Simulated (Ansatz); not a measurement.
Consider CH5GaS2 (SMILES [CH3][GaH][S]S).

The calculation's input:

```
crystal:
  periodic: [false, false, false]
  atoms:
    - { symbol: C, position_ang: [-0.6006, 0.9635, -0.4951] }
    - { symbol: Ga, position_ang: [-0.4195, 0.1819, 1.7591] }
    - { symbol: S, position_ang: [0.1658, -1.5268, 1.0387] }
    - { symbol: S, position_ang: [2.1591, -1.5642, 0.0653] }
    - { symbol: H, position_ang: [-1.4291, 1.7841, -0.4465] }
    - { symbol: H, position_ang: [-0.727, 0.5197, -1.4933] }
    - { symbol: H, position_ang: [0.3797, 1.4768, -0.4048] }
    - { symbol: H, position_ang: [-0.9427, -0.6017, 1.0972] }
    - { symbol: H, position_ang: [2.6956, -1.84635, 1.32685] }
basis:
  gaussian: { orbitals: def2-SVP }
hamiltonian:
  xc: b3lyp
  dispersion: d4
relax:
  f_tol: 0.015
  max_steps: 40
output:
  orbitals: {}
```

Launched as:

```sh
ansatz run input.yaml --threads 2 --pin off --max-ram 3072MiB --backend cpu --events-out ev --progress --plain --runs-dir out
```

The fields are those of the run's last geometry, not of the input's.

Method: RKS B3LYP-D4/def2-SVP in Ansatz.

### Predict the electron density and electron localisation function between the atoms.

C–Ga (1.97 Å): ρ is about 0.79 e/Å³ halfway; the ELF peaks at about 0.90 in the valence shell of C, 0.7 Å from its nucleus, and is about 0.60 at the midpoint.
S–S (2.13 Å): ρ at the midpoint is about 0.83 e/Å³; the ELF peaks at about 0.85 between the atoms: a covalent bond.
Ga–S (2.24 Å): ρ at the midpoint is about 0.64 e/Å³; the ELF peaks at about 0.90 in the valence shell of S, 0.9 Å from its nucleus, and is about 0.65 at the midpoint.
C–H (1.10 Å): ρ at the midpoint is about 1.9 e/Å³; the ELF climbs to about 1 towards the hydrogen, as it does in any bond to H: an ordinary covalent bond to hydrogen.

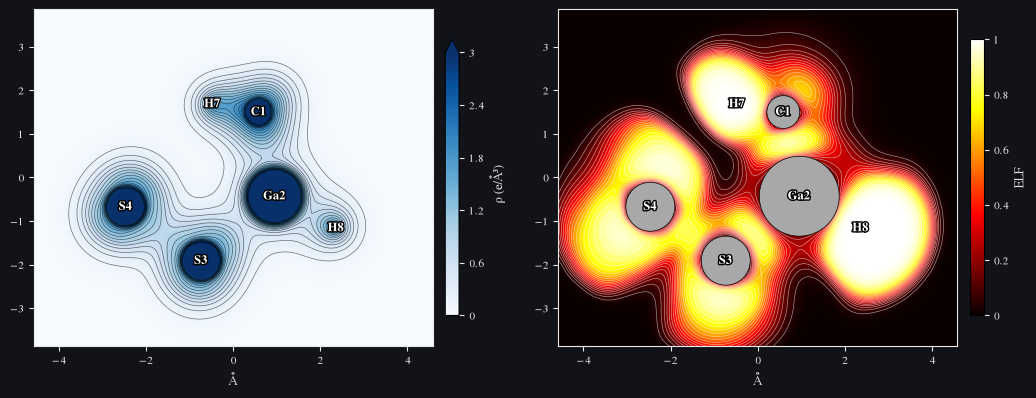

Computed electron density and electron localisation function on the plane of atoms Ga2, S3 and S4, in this order. Grey discs cover the atomic cores in the ELF map. 
